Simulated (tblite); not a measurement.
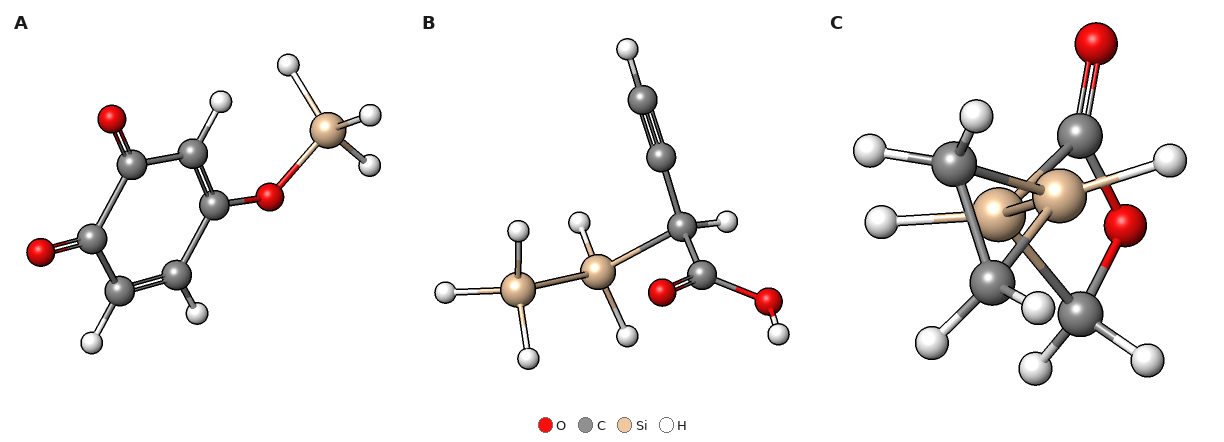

(Drawn from a calculation with tblite.)

Match each picture to its SMILES.
(1) C#C[C@H]([SiH2][SiH3])C(=O)O
(2) O=C1C=CC(O[SiH3])=CC1=O
(3) O=C1OC[Si@H]1[SiH]1CC1

A is (2), B is (1), C is (3).
